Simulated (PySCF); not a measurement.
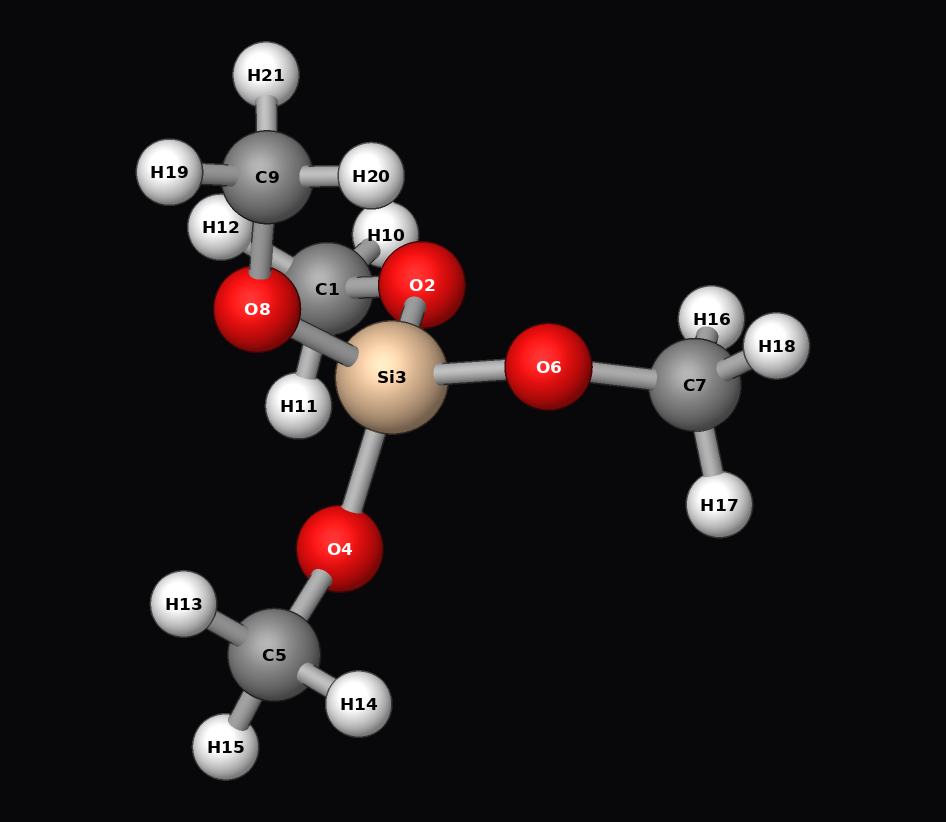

The computed structure is the end point of a PBE0-D3(BJ)/def2-SVP optimisation. No frequency run is at hand to confirm it as a minimum. Level of theory: GIAO WP04/pcSseg-1 NMR shielding, non-relativistic, IEF-PCM chloroform (PySCF 2.14.0). Principal shieldings σ11 ≤ σ22 ≤ σ33, span Ω = σ33 − σ11, skew κ = 3(σiso − σ22)/Ω.

Give the shielding tensors of the C atoms.

```csv
atom,σ11,σ22,σ33,σiso,Ω,κ
C1,91.5,92.7,169.7,118.0,78.2,0.97
C5,91.5,92.5,169.8,117.9,78.3,0.97
C7,91.6,92.6,169.8,118.0,78.2,0.97
C9,91.6,92.7,169.8,118.0,78.1,0.97
```

Shieldings and span in ppm.
